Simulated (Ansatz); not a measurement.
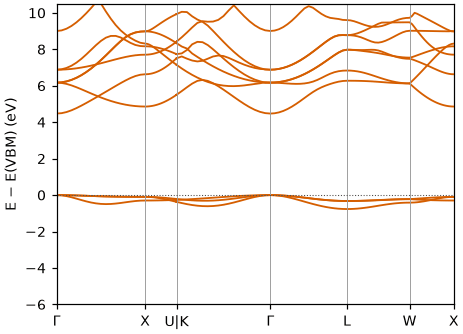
Figure: Band structure from the program Ansatz at the r²SCAN level (PAW)

Read off the gap and where the band edges lie.

About 4.5 eV (4.48 eV by a search for the band edges); maximum at Γ, minimum at Γ.

Which of these materials gives this?
A) CsI, rock salt
B) AlN, rock salt
C) MgSe, rock salt
D) CsH, rock salt

A, CsI, rock salt

Space group Fm-3m (rock salt). The workflow started from a Materials Project entry (that database holds measured and hypothetical structures alike); the Crystallography Open Database copy checked does not list it. It is not the phase usual at ambient conditions (space group No. 221). Symmetry was held in the r²SCAN relaxation; whether a distortion lowers the energy is not shown. Spin–orbit coupling is left out wherever it is not named.

Potentials: the later of the program's two PAW sets.
